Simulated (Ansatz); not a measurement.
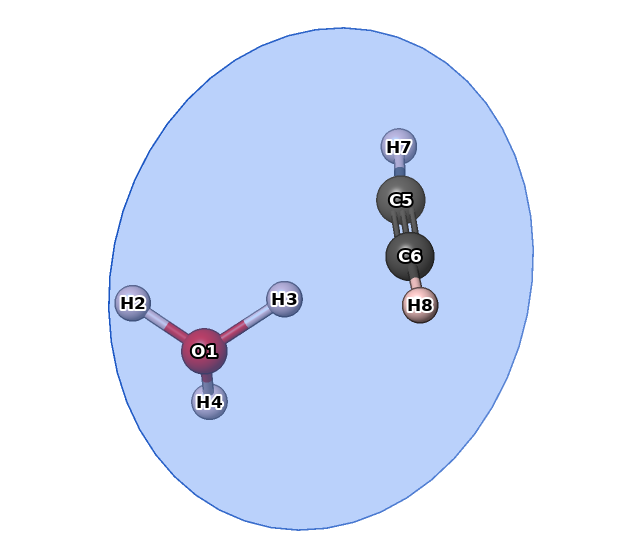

A disc through the centre of mass is drawn in. Distant atoms are faded towards the background colour. Charge +1, singlet. The computed structure is the end point of a PBE-D4/def2-SVP optimisation. No frequency run is at hand to confirm it as a minimum.

Question: Is the plane of the disc a mirror plane of the structure?

Answer: No. The point group is Cs, with 1 mirror plane, and this plane isn't one of its mirror planes.
